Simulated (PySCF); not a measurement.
# C4H9OSi (SMILES C/C=C/CO[SiH2]) (doublet): what the fields show

| atom | x (Å) | y (Å) | z (Å) |
| --- | --- | --- | --- |
| C | 2.8396 | 0.4621 | -0.1446 |
| C | 1.4468 | 0.3444 | 0.3750 |
| C | 0.4863 | -0.3644 | -0.1971 |
| C | -0.9087 | -0.4670 | 0.3194 |
| O | -1.8092 | 0.0036 | -0.6700 |
| Si | -3.4185 | 0.1005 | -0.6031 |
| H | 2.9580 | -0.0893 | -1.0737 |
| H | 3.5492 | 0.0769 | 0.5877 |
| H | 3.0854 | 1.5089 | -0.3209 |
| H | 1.2458 | 0.8767 | 1.2966 |
| H | 0.6661 | -0.8930 | -1.1231 |
| H | -1.1556 | -1.5129 | 0.5465 |
| H | -1.0294 | 0.1231 | 1.2350 |
| H | -3.8957 | 1.0398 | 0.4045 |
| H | -4.0644 | -1.2015 | -0.4815 |

Geometry: GFN2-xTB.

All numbers below come from PySCF, UKS B3LYP, pcH-1 on C H O Si, non-relativistic, mean-field spin-orbit, GIAO.

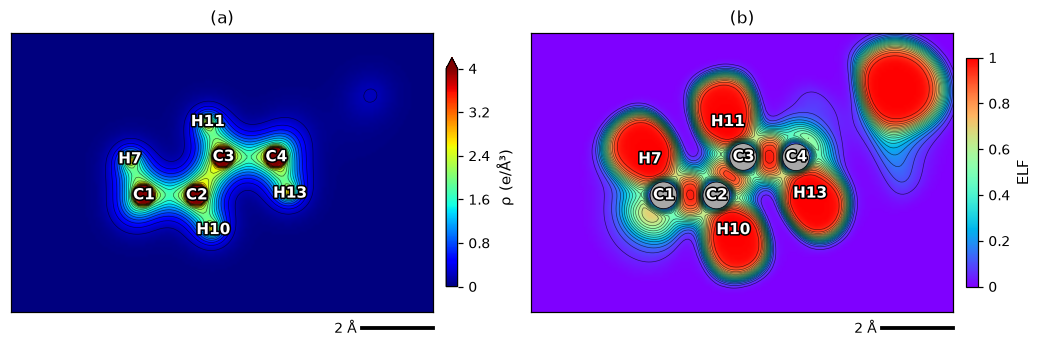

Figure 1. (a) electron density; (b) ELF on the plane of atoms C2, C1 and H7. Grey discs cover the atomic cores in the ELF map.

Question: What does the map show?

Answer: The section cuts through C and H sites. C–C (1.32 Å): the density is about 2.4 e/Å³ at the midpoint; the ELF peaks at about 0.95 between the atoms; a multiple bond. C–H (1.08 Å): ρ is about 2 e/Å³ halfway; the ELF climbs to about 1 towards the hydrogen, as it does in any bond to H; an ordinary covalent bond to hydrogen. C–C (1.49 Å): the density is about 1.8 e/Å³ at the midpoint; the ELF peaks at about 0.95 between the atoms (localised, covalent bonding).

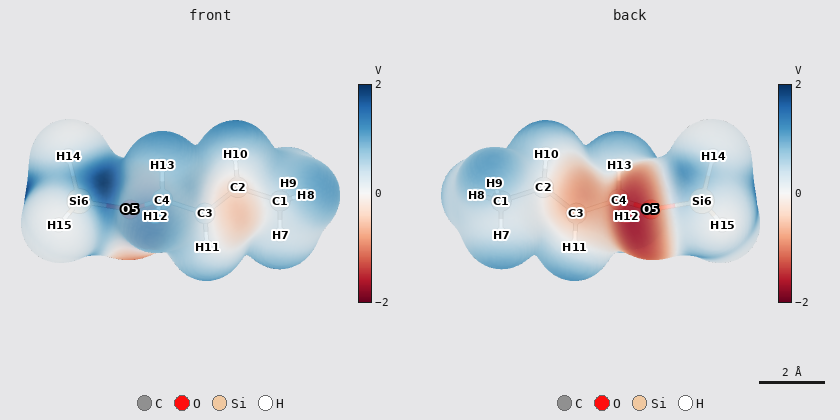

Figure 2. The molecular electrostatic potential painted on the density surface at 0.004 e/bohr³, seen from the front and from behind; red is negative and blue positive.

Question: Which sites attract a positive test charge, and which a negative one?

Answer: A positive charge is drawn to the negative regions and a negative charge to the positive ones. The most negative region (about −1.6 V) lies over O5, the most positive (about +1.8 V) over Si6. O5 is the likeliest acceptor of a hydrogen bond.
